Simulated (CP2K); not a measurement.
**CBr2ClF (dibromochlorofluoromethane) at HF/3-21G**

Aim: the energy change on altering one bond length of CBr2ClF (dibromochlorofluoromethane) at HF/3-21G, from 2 runs. 

The results are computed with CP2K 2026.2.

14 further runs of the same task are left out: 13 that didn't finish, 1 set aside as unsound or not needed.

## (1) The structure to begin with

CBr2ClF: 5 atoms, total charge 0, spin state singlet. As SMILES, `FC(Cl)(Br)Br`. The coordinates come from a PBE0-D4/def2-TZVP relaxation.

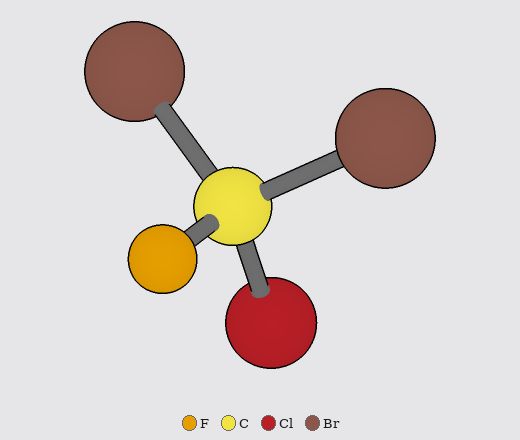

Viewed from a chosen angle; fluorine amber, carbon yellow, chlorine red, bromine brown.

## (2) A single-point energy at HF/3-21G

molecule.xyz reads:

```xyz
5

F      1.219400    -0.708600     0.266600
C      0.074700    -0.067500     0.041700
Cl    -0.943400    -0.212100     1.460600
Br    -0.781900    -0.877000    -1.494500
Br     0.481200     1.791500    -0.315900
```

gas.inp reads:

```
&GLOBAL
   PROJECT_NAME gas
   RUN_TYPE ENERGY
   PRINT_LEVEL MEDIUM
&END GLOBAL

&FORCE_EVAL
   METHOD QUICKSTEP
   &DFT
      BASIS_SET_FILE_NAME ./3_21g.basis
      POTENTIAL_FILE_NAME POTENTIAL
      CHARGE 0
      MULTIPLICITY 1
      &QS
         METHOD GAPW
         EPS_DEFAULT 1.0E-10
      &END QS
      ! plane-wave cutoff in Ry
      &MGRID
         CUTOFF 280
         REL_CUTOFF 50
         NGRIDS 4
      &END MGRID
      &POISSON
         PERIODIC NONE
         POISSON_SOLVER MULTIPOLE
      &END POISSON
      &SCF
         SCF_GUESS ATOMIC
         EPS_SCF 1.0E-07
         MAX_SCF 150
         ADDED_MOS 3
         &DIAGONALIZATION
            ALGORITHM STANDARD
         &END DIAGONALIZATION
         &MIXING
            METHOD DIRECT_P_MIXING
            ALPHA 0.4
         &END MIXING
      &END SCF
      ! functional
      &XC
         &XC_FUNCTIONAL NONE
         &END XC_FUNCTIONAL
         &HF
            FRACTION 1
            &SCREENING
               EPS_SCHWARZ 1.0E-10
               SCREEN_ON_INITIAL_P F
            &END SCREENING
            &INTERACTION_POTENTIAL
               POTENTIAL_TYPE COULOMB
            &END INTERACTION_POTENTIAL
            &MEMORY
               MAX_MEMORY 1050
            &END MEMORY
         &END HF
      &END XC
      ! extra output
      &PRINT
         &MOMENTS
            PERIODIC F
            REFERENCE COM
            MAX_MOMENT 1
         &END MOMENTS
         &MO ON
            ENERGIES T
            OCCUPATION_NUMBERS T
            NDIGITS 6
            &EACH
               QS_SCF 0
            &END EACH
            ADD_LAST NUMERIC
         &END MO
         &LOWDIN ON
         &END LOWDIN
         &HIRSHFELD OFF
         &END HIRSHFELD
         &MO_MOLDEN ON
            NDIGITS 8
         &END MO_MOLDEN
      &END PRINT
   &END DFT
   ! atoms, cell and kinds
   &SUBSYS
      &CELL
         ABC [angstrom] 9.2 9.7 10
         PERIODIC NONE
      &END CELL
      &TOPOLOGY
         COORD_FILE_NAME molecule.xyz
         COORD_FILE_FORMAT XYZ
         &CENTER_COORDINATES
         &END CENTER_COORDINATES
      &END TOPOLOGY
      &KIND F
         BASIS_SET 3-21G
         POTENTIAL ALL
         LEBEDEV_GRID 194
         RADIAL_GRID 100
      &END KIND
      &KIND C
         BASIS_SET 3-21G
         POTENTIAL ALL
         LEBEDEV_GRID 194
         RADIAL_GRID 100
      &END KIND
      &KIND Cl
         BASIS_SET 3-21G
         POTENTIAL ALL
         LEBEDEV_GRID 194
         RADIAL_GRID 100
      &END KIND
      &KIND Br
         BASIS_SET 3-21G
         POTENTIAL ALL
         LEBEDEV_GRID 194
         RADIAL_GRID 100
      &END KIND
   &END SUBSYS
&END FORCE_EVAL
```

On the command line:

```bash
$ OMP_NUM_THREADS=1 cp2k.psmp -i gas.inp > gas.out 2>&1
```

The program printed:

```text
CP2K| version string:                                       CP2K version 2026.2
[...]
 GLOBAL| Method name                                                        CP2K
[...]
 GLOBAL| Run type                                                         ENERGY
[...]
 DFT| Spin restricted Kohn-Sham (RKS) calculation                            RKS
 DFT| Multiplicity                                                             1
[...]
 DFT| Charge                                                                   0
[...]
 QS| Method:                                                                GAPW
[...]
 QS| Density cutoff [a.u.]:                                                140.0
[...]
 QS| Relative density cutoff [a.u.]:                                        25.0
[...]
                             - Atoms:                                          5
[...]
                             - Spherical basis functions:                     75
[...]
 Number of electrons:                                                        102
[...]
     1 P_Mix/Diag. 0.40E+00    2.2     0.47444987     -5714.7917661480 -5.71E+03
[...]
    17 DIIS/Diag.  0.50E-07    0.2     0.00000003     -5713.9050733573 -9.09E-13
  *** SCF run converged in    17 steps ***
[...]
  Overlap energy of the core charge distribution:               0.00000026910900
  Self energy of the core charge distribution:              -1714.78304239256181
  Core Hamiltonian energy:                                  -4401.60385161968952
  Hartree energy:                                             193.64432519455974
  Exchange-correlation energy:                                  0.00000000000000
  Hartree-Fock Exchange energy:                              -222.12190919431748
[...]
                     Mulliken Population Analysis
 #  Atom  Element  Kind  Atomic population                           Net charge
       1     F        1          9.332464                             -0.332464
       2     C        2          6.349667                             -0.349667
       3     Cl       3         16.807324                              0.192676
       4     Br       4         34.756565                              0.243435
       5     Br       4         34.753981                              0.246019
 # Total charge                            102.000000                 -0.000000
[...]
  Dipole moment [Debye]
    X= -0.5568382E+00 Y=  0.5941203E+00 Z= -0.6936839E+00  Total=      1.0696939
 ENERGY| Total FORCE_EVAL ( QS ) energy [hartree]          -5713.905073357255787
[...]
```

It took 6.6 s on 1 thread of Arm Neoverse V2, shared host; peak memory 0.49 GiB.

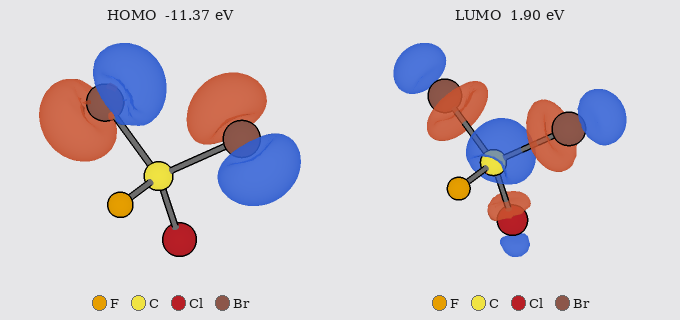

Frontier orbitals of this run, surfaces at ±0.2 Å^-3/2.

## (3) The distorted shape at the same level

calc.inp reads:

```
&FORCE_EVAL
  METHOD Quickstep
  &DFT
    BASIS_SET_FILE_NAME ./3_21g.basis
    POTENTIAL_FILE_NAME POTENTIAL
    &QS
      METHOD GAPW
      EPS_DEFAULT 1.0E-10
    &END
    &MGRID
      CUTOFF 280
      REL_CUTOFF 50
      NGRIDS 4
    &END
    &POISSON
      PERIODIC NONE
      POISSON_SOLVER MULTIPOLE
    &END
    &SCF
      SCF_GUESS ATOMIC
      EPS_SCF 1.0E-07
      MAX_SCF 80
      ADDED_MOS 5
      &DIAGONALIZATION
        ALGORITHM STANDARD
      &END
      &MIXING
        METHOD DIRECT_P_MIXING
        ALPHA 0.4
      &END
    &END
    &XC
      &XC_FUNCTIONAL NONE
      &END
      &HF
        FRACTION 1
        &SCREENING
          EPS_SCHWARZ 1.0E-10
        &END
        &MEMORY
          MAX_MEMORY 1050
        &END
      &END
    &END
    &PRINT
      &MOMENTS
        PERIODIC F
        REFERENCE COM
        MAX_MOMENT 1
      &END
      &MO ON
        ENERGIES T
        OCCUPATION_NUMBERS T
        NDIGITS 6
        &EACH
          QS_SCF 0
        &END
        ADD_LAST NUMERIC
      &END
      &LOWDIN ON
      &END
      &HIRSHFELD OFF
      &END
    &END
  &END
  &SUBSYS
    &CELL
      ABC 10 10.6 11.8
      PERIODIC NONE
    &END
    &COORD
      SCALED T
      F    0.65146115   0.43583505   0.60214174
      C    0.53699115   0.49631618   0.58308242
      Cl   0.43518115   0.48267467   0.70332818
      Br   0.34853885   0.32830646   0.29667182
      Br   0.57764115   0.67169354   0.55277733
    &END
    &KIND F
      BASIS_SET 3-21G
      POTENTIAL ALL
      LEBEDEV_GRID 194
      RADIAL_GRID 100
    &END
    &KIND C
      BASIS_SET 3-21G
      POTENTIAL ALL
      LEBEDEV_GRID 194
      RADIAL_GRID 100
    &END
    &KIND Cl
      BASIS_SET 3-21G
      POTENTIAL ALL
      LEBEDEV_GRID 194
      RADIAL_GRID 100
    &END
    &KIND Br
      BASIS_SET 3-21G
      POTENTIAL ALL
      LEBEDEV_GRID 194
      RADIAL_GRID 100
    &END
  &END
&END

&GLOBAL
  PROJECT_NAME calc
  RUN_TYPE ENERGY
  PRINT_LEVEL MEDIUM
&END
```

On the command line:

```bash
$ OMP_NUM_THREADS=1 cp2k.psmp calc.inp > calc.out
```

The program printed:

```text
CP2K| version string:                                       CP2K version 2026.2
[...]
 GLOBAL| Method name                                                        CP2K
[...]
 GLOBAL| Run type                                                         ENERGY
[...]
 DFT| Spin restricted Kohn-Sham (RKS) calculation                            RKS
 DFT| Multiplicity                                                             1
[...]
 DFT| Charge                                                                   0
[...]
 QS| Method:                                                                GAPW
[...]
 QS| Density cutoff [a.u.]:                                                140.0
[...]
 QS| Relative density cutoff [a.u.]:                                        25.0
[...]
                             - Atoms:                                          5
[...]
                             - Spherical basis functions:                     75
[...]
 Number of electrons:                                                        102
[...]
     1 P_Mix/Diag. 0.40E+00    2.1     0.55646234     -5714.2392579314 -5.71E+03
[...]
    33 DIIS/Diag.  0.11E-06    0.3     0.00000006     -5713.6999271986  9.09E-13
  *** SCF run converged in    33 steps ***
[...]
  Overlap energy of the core charge distribution:               0.00000015698402
  Self energy of the core charge distribution:              -1714.78304239256181
  Core Hamiltonian energy:                                  -4402.02698106833759
  Hartree energy:                                             193.99287729926925
  Exchange-correlation energy:                                  0.00000000000000
  Hartree-Fock Exchange energy:                              -221.85366085745471
[...]
                     Mulliken Population Analysis
 #  Atom  Element  Kind  Atomic population                           Net charge
       1     F        1          9.300443                             -0.300443
       2     C        2          5.986608                              0.013392
       3     Cl       3         16.750028                              0.249972
       4     Br       4         35.296303                             -0.296303
       5     Br       4         34.666618                              0.333382
 # Total charge                            102.000000                 -0.000000
[...]
  Dipole moment [Debye]
    X=  0.2355430E+01 Y=  0.3953485E+01 Z=  0.4821578E+01  Total=      6.6652618
 ENERGY| Total FORCE_EVAL ( QS ) energy [hartree]          -5713.699927198559635
[...]
```

Wall time 12 s (1 thread of Arm Neoverse V2, shared host); peak memory 0.6 GiB.

## (4) Summary of results

At HF/3-21G:

| quantity | value |
| --- | --- |
| first shape: total energy | -5713.90507 Eh |
| first shape: dipole moment | 1.07 D |
| first shape: HOMO energy | -11.37 eV |
| first shape: LUMO energy | 1.90 eV |
| first shape: HOMO–LUMO gap | 13.28 eV |
| distorted shape: total energy | -5713.69993 Eh |
| distorted shape: dipole moment | 6.67 D |
| distorted shape: HOMO energy | -8.03 eV |
| distorted shape: LUMO energy | -4.13 eV |
| distorted shape: HOMO–LUMO gap | 3.90 eV |
| energy change with the C2–Br4 bond stretched from 1.936 to 4.260 Å | 5.582 eV |

What this shows: One bond (distorted shape) is far stretched, which a spin-restricted single reference describes badly; a broken-symmetry solution may lie lower. With the C2–Br4 bond stretched from 1.936 to 4.260 Å the energy rises by 5.58 eV (539 kJ/mol). The first shape isn't relaxed at this level, so the change isn't measured from a minimum. A restricted reference can't describe the breaking bond well at this length.
